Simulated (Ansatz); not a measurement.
GaHNP (SMILES [P]=[NH+][Ga]) (charge +1, doublet)

Input

```
crystal:
  periodic: [false, false, false]
  atoms:
    - {symbol: Ga, position_ang: [2.076689, -0.165404, 0.028549]}
    - {symbol: N, position_ang: [-0.174839, -0.487145, 0.252549]}
    - {symbol: P, position_ang: [-1.061406, -0.168389, 1.524325]}
    - {symbol: H, position_ang: [-0.638893, -0.883224, -0.577883]}
basis:
  gaussian:
    orbitals: def2-TZVPD
total_charge: 1
magnetization:
  spin_polarized: true
  initial_magnetization: 1
hamiltonian:
  xc: pbe0
output:
  forces: true
  orbitals: {seedname: orbitals}
```

Run with:

```sh
ansatz run input.yaml --threads 1 --pin off --max-ram 2610MiB --events-out events.jsonl --progress --plain --runs-dir runs
```

Geometry: PBE0-D3(BJ)/pcseg-1.

The calculation used Ansatz 0.2.0, isolated molecule in a Gaussian basis; Kohn-Sham density functional theory, functional PBE0.

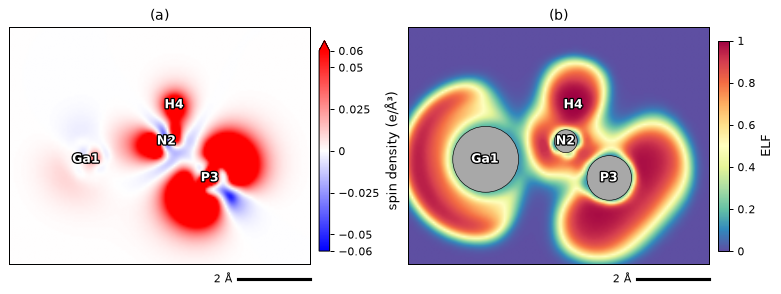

Figure 1. (a) spin density (α minus β); (b) ELF on the molecular plane. Grey discs cover the atomic cores in the ELF map.

### Interpret the plot.

The section cuts through Ga, N, P and H sites. P–N (1.58 Å): the ELF peaks at about 0.90 between the atoms; a short, strongly polar bond. Ga–N (2.29 Å): the ELF peaks at about 0.90 in the valence shell of N, 0.7 Å from its nucleus, and is about 0.35 at the midpoint. N–H (1.03 Å): the ELF climbs to about 1 towards the hydrogen, as it does in any bond to H; a covalent bond by its length. The ELF also peaks beside P3, away from the bonds: non-bonding electrons, paired or unpaired. The unpaired spin (1 electron) lies mostly on P3 (about 0.9), in electrons by Hirshfeld's partition.

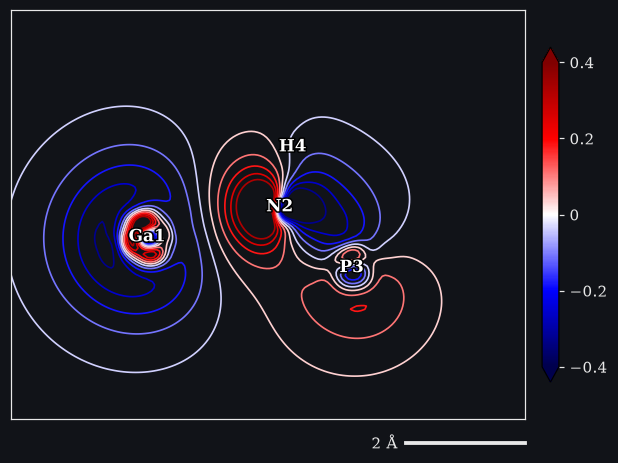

Figure 2. One frontier orbital on the molecular plane (values in Å⁻³ᐟ²; the overall sign is arbitrary).

### Which orbital is it: HOMO (β) or LUMO (β)?

The HOMO (β), at −13.35 eV. By Hirshfeld shares it lies mainly on Ga1 (about 65 %), N2 (about 20 %) and P3 (about 10 %); it is symmetric in the molecular plane (an in-plane orbital: σ, lone-pair or in-plane π type).

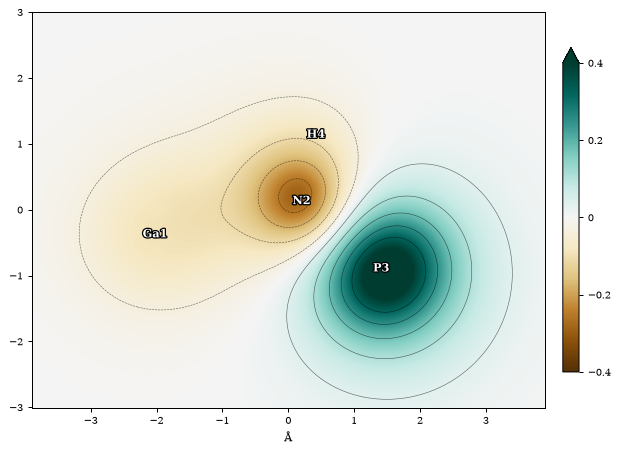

Figure 3. The LUMO (α) on a plane 0.8 Å above the molecular plane (values in Å⁻³ᐟ²; the overall sign is arbitrary).

### Where does this orbital lie, and at what energy?

It lies mainly on P3 (about 65 %), N2 (about 20 %) and Ga1 (about 10 %); it changes sign across the molecular plane (π type); π-bonding across Ga1–N2; π-antibonding (a node) across N2–P3. Its energy is −8.12 eV.
